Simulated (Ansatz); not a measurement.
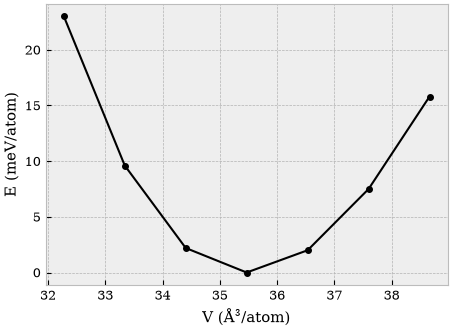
*CsBr (CsCl type, Pm-3m) under volume change, the program Ansatz at the LDA level (PAW), scaled uniformly.*

What does a third-order Birch–Murnaghan fit give for V₀, B₀ and B′?

V₀ = 35.47 Å³/atom, B₀ = 21.1 GPa, B′ = 5.2.

The LDA relaxation kept the symmetry of its start. Scalar-relativistic: spin–orbit coupling is off unless named, which matters more the heavier the elements.

Potentials: the later of the program's two PAW sets.
